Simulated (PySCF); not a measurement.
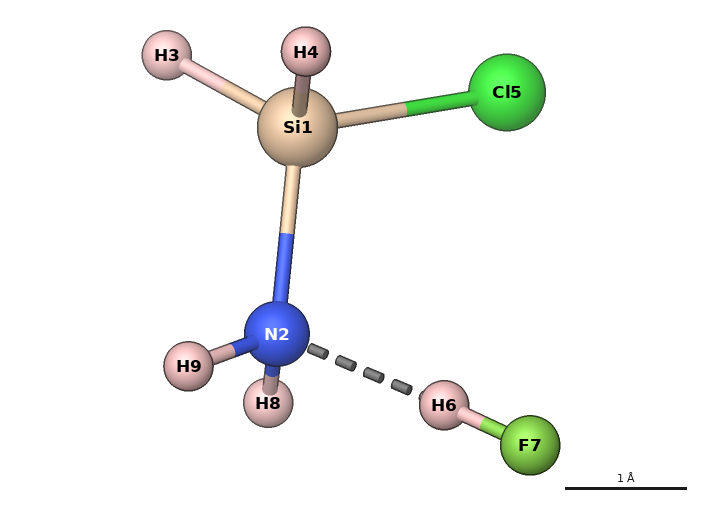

Broken lines mark hydrogen bonds. The geometry was computed by an optimisation with PBE0-D4/def2-TZVP. No frequency run is at hand to confirm it as a minimum.

Tabulate the hydrogen bonds (donors O, N, F, S, Cl) with their geometry.

```csv
D–H···A,D–H (Å),H···A (Å),angle (°),kind
F7–H6···N2,0.95,1.73,175,intermolecular
```
